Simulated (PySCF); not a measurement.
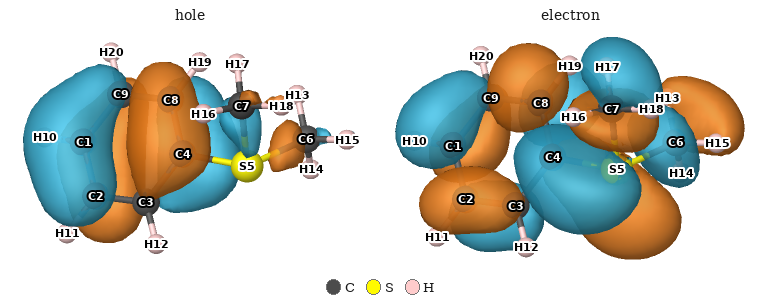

Figure 1: C₈H₁₁S, charge +1, SMILES `c1ccc([S+](C)C)cc1`. Leading natural transition orbital pair of S₂ (full linear response singlet states); the surfaces enclose about 85 % of each orbital's density.

PySCF calculation, B3LYP/6-31G*, gas phase; geometry: GFN2-xTB. No frequency check shows the geometry to be a minimum. GFN2-xTB bond lengths at metals and heavier atoms can be off by up to 0.1 Å and shapes distorted, which carries into these values. Without diffuse functions Rydberg states are missing, so the states' numbers hold for this basis only.

Geometry (Å), atoms numbered from 1:

```
C1      -2.8959    0.2712   -0.0004
C2      -2.4242   -1.0319    0.0008
C3      -1.0607   -1.2742    0.0008
C4      -0.1832   -0.1995   -0.0000
S5       1.5747   -0.6087    0.0005
C6       2.1904    0.3764   -1.3904
C7       2.1901    0.3796    1.3899
C8      -0.6421    1.1082   -0.0005
C9      -2.0077    1.3360   -0.0012
H10     -3.9577    0.4597   -0.0002
H11     -3.1133   -1.8612    0.0023
H12     -0.6809   -2.2838    0.0009
H13      1.8937    1.4158   -1.2958
H14      1.7821   -0.0466   -2.3041
H15      3.2733    0.2907   -1.4082
H16      1.7815   -0.0412    2.3044
H17      1.8934    1.4188    1.2928
H18      3.2730    0.2939    1.4081
H19      0.0342    1.9492   -0.0003
H20     -2.3750    2.3501   -0.0022
```

Where does the state lie, and where do hole and electron sit?

Answer. 5.59 eV (222 nm), f = 0.115 (bright); the leading pair carries 91 %; hole on C1 (25 %), C4 (21 %) and C2 (17 %), electron on S5 (28 %), C8 (11 %) and C1, C4, C6 and C7 (8 % each); their centroids lie 1.7 Å apart. In canonical orbitals it is mainly HOMO−1 → LUMO (81 %). The HOMO–LUMO gap is 5.91 eV.
